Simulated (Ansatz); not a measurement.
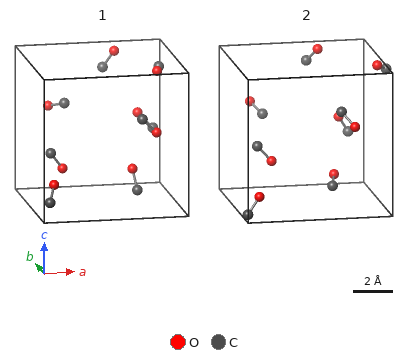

Two geometries of an amorphous cell of composition CO, drawn at one scale. One is the start of a relaxation, the other its converged end. The picture is a ball-and-stick view of the cell of the calculation, seen slightly off an axis.

All numbers below come from DFT r2SCAN-D3(BJ), scalar-relativistic, plane waves, PAW (Ansatz). Set-up: plane-wave cutoff 500 eV; k-point mesh 1 × 1 × 1; occupations fermi dirac; smearing width 0.05 eV; no spin polarisation; atoms relaxed in a fixed cell; force threshold 0.3 eV/Å; at most 15 steps.

Question: Which one is relaxed?

Answer: Structure 2 is the relaxed one. The cell holds 8 CO. The run prepares the start of a later molecular dynamics calculation, from a guessed geometry. Over 12 accepted moves (15 points after the start) the energy falls by 90.2 meV per atom. Largest force component: 3 eV/Å at the start, 0.02 eV/Å at the end. The line search rejected the trial steps at points 6, 12 of the run. 1 step only repeated the SCF at the same geometry. The forces were under the threshold at step 5, but the run went on from there. The largest move is that of a C atom, 1.24 Å along [3 −1 0]. Largest moves by element: C 1.24 Å, O 1.17 Å. The lattice vectors keep their values. Among the contacts that change: C–O 1.150 → 1.127 Å.

Limits of the set-up: the program's low-accuracy preset was used; the periodic images lie only 7.7 Å apart, so the values are limited by the cell's size.
